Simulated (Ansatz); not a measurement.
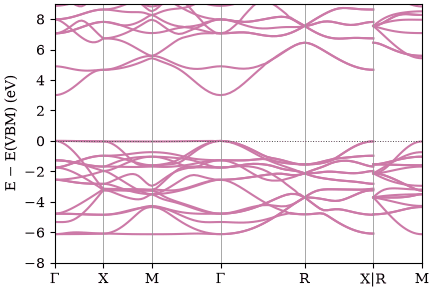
Figure: Band structure from r²SCAN in the plane-wave PAW code Ansatz

Q: Read off the gap and where the band edges lie.

A: About 3.0 eV (3.01 eV by a search for the band edges); maximum at Γ, minimum at Γ.

Q: Which of these materials gives this?
(A) C, Pn-3m (C on 2a, C on 8e)
(B) AlN, Pm-3n (Al on 6d, N on 6c)
(C) KTaO3, cubic perovskite
(D) ZnO, Pm-3n (Zn on 6c, O on 6d)

A: B, AlN, Pm-3n (Al on 6d, N on 6c)

The start of the workflow was typed in or built on a structure type; neither database checked (COD, Materials Project) lists it. It is not the phase usual at ambient conditions (space group No. 186, 216). Symmetry was held in the r²SCAN relaxation; whether a distortion lowers the energy is not shown.

Potentials: the earlier of the program's two PAW sets.
